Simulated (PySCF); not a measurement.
**C₅H₁₃BOSi₂: density, localisation and related maps**

| atom | x (Å) | y (Å) | z (Å) |
| --- | --- | --- | --- |
| Si | 2.8242 | -1.3291 | -0.2148 |
| C | 1.8236 | 0.1954 | -0.7397 |
| C | 0.4290 | 0.2400 | -0.1017 |
| B | -0.5200 | -0.9328 | -0.5918 |
| C | -1.6710 | -1.4645 | 0.2740 |
| C | -2.3813 | -0.7856 | 1.1829 |
| O | -2.2682 | 0.5145 | 1.4695 |
| Si | -1.8241 | 1.8422 | 0.6256 |
| C | -0.2659 | 1.5846 | -0.4312 |
| H | 3.0509 | -1.2929 | 1.2341 |
| H | 4.1205 | -1.3133 | -0.9007 |
| H | 2.1083 | -2.5626 | -0.5495 |
| H | 1.7212 | 0.2180 | -1.8274 |
| H | 2.3784 | 1.0992 | -0.4655 |
| H | 0.5622 | 0.2110 | 0.9871 |
| H | -0.3417 | -1.4136 | -1.6488 |
| H | -1.9650 | -2.5006 | 0.1546 |
| H | -3.1660 | -1.2536 | 1.7741 |
| H | -2.9546 | 2.2173 | -0.2305 |
| H | -1.6160 | 2.7382 | 1.7574 |
| H | 0.4447 | 2.3979 | -0.2606 |
| H | -0.4996 | 1.6099 | -1.4981 |

Geometry: GFN2-xTB.

Method: PySCF, PBE0/pcSseg-1, SCF density, gas phase, non-relativistic.

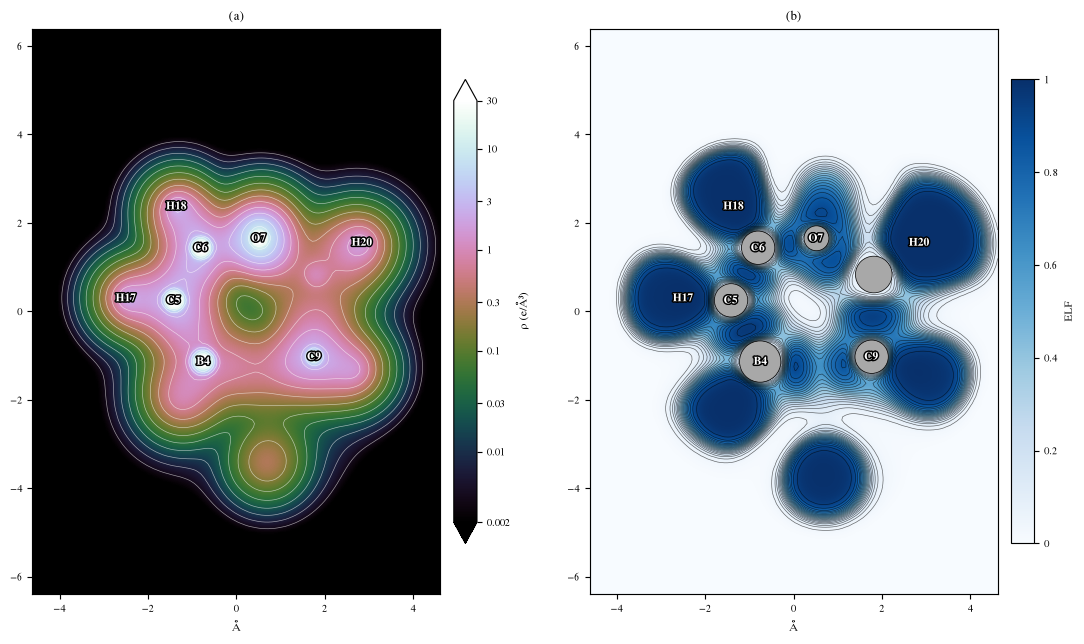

Figure 1. (a) electron density; (b) electron localisation function on the plane of atoms C5, C6 and O7. Grey discs cover the atomic cores in the ELF map.

> Read the bonding off the picture.

- The section cuts through B, C, O and H sites.
- C–O (1.34 Å): the density is about 2.4 e/Å³ at the midpoint; the ELF peaks at about 0.90 between the atoms: a shared but strongly polarised pair.
- C–C (1.34 Å): the density is about 2.3 e/Å³ at the midpoint; the ELF peaks at about 0.95 between the atoms; a short, multiple covalent bond.
- C–B (1.54 Å): ρ is about 1.5 e/Å³ halfway; the ELF peaks at about 0.95 between the atoms, as expected for localised, covalent bonding.
- C–H (1.08 Å): ρ is about 2 e/Å³ halfway; the ELF climbs to about 1 towards the hydrogen, as it does in any bond to H (a covalent bond by its length).
- The ELF also peaks beside O7, away from the bonds: lone-pair regions.

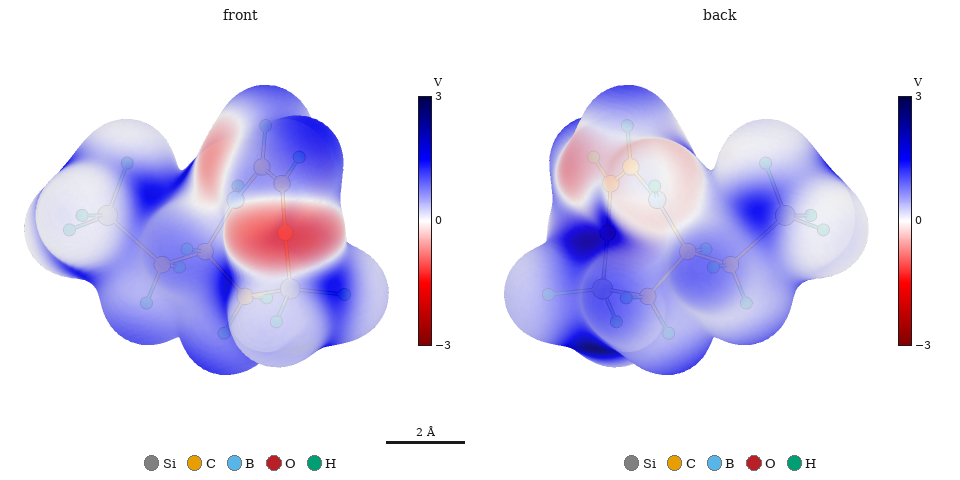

Figure 2. The electrostatic potential painted on the density surface at 0.004 e/bohr³, seen from the front and from behind; the colour scale runs from red (negative) to blue (positive).

> Describe the electrostatic potential map.

The most negative region (about −1.0 V) lies over O7, the most positive (about +2.2 V) over Si8. O7 is the likeliest acceptor of a hydrogen bond.

> How polar is the molecule by this calculation?

Its dipole moment is 1.04 D.
